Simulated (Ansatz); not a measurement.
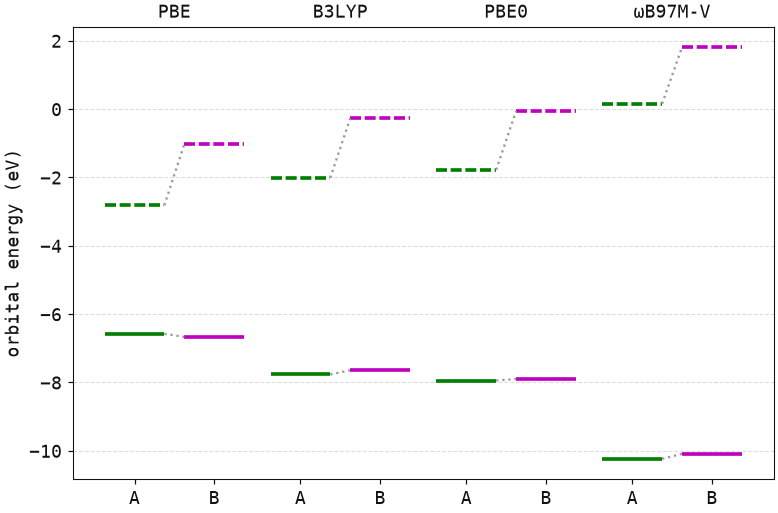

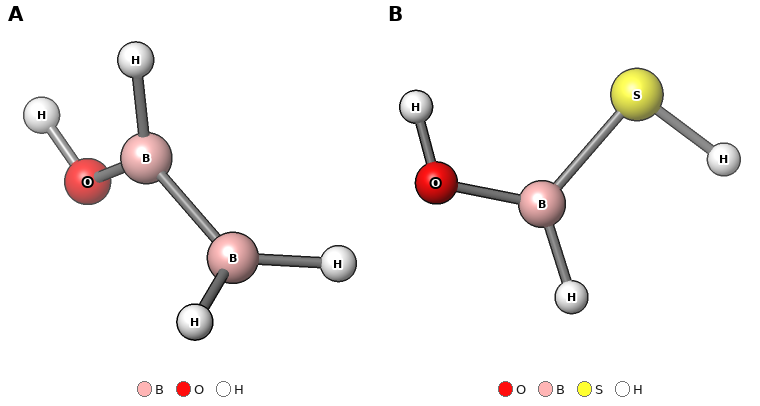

One change: A, B₂H₄O (SMILES BBO), becomes B, BH₃SO (SMILES OBS). BH₂ on B is replaced by SH. HOMO (solid) and LUMO (dashed) computed in def2-TZVPP at PBE0-D4/def2-TZVP geometries, both minima by their frequencies, gas phase, the Ansatz code. Empty levels above zero depend strongly on the basis.

What does the change do to HOMO and LUMO?

PBE: the HOMO falls by 0.09 eV, the LUMO rises by 1.79 eV, and the separation goes from 3.76 to 5.64 eV. B3LYP: the HOMO rises by 0.12 eV, the LUMO rises by 1.74 eV, and the separation goes from 5.76 to 7.37 eV. PBE0: the HOMO rises by 0.04 eV, the LUMO rises by 1.72 eV, and the separation goes from 6.17 to 7.85 eV. ωB97M-V: the HOMO rises by 0.15 eV, the LUMO rises by 1.65 eV, and the separation goes from 10.39 to 11.90 eV.

Do the functionals agree on the effect?

Not on every direction; the HOMO shift lies between −0.09 and 0.15 eV and the LUMO shift between 1.65 and 1.79 eV, while the separations themselves differ by up to 6.6 eV between functionals.
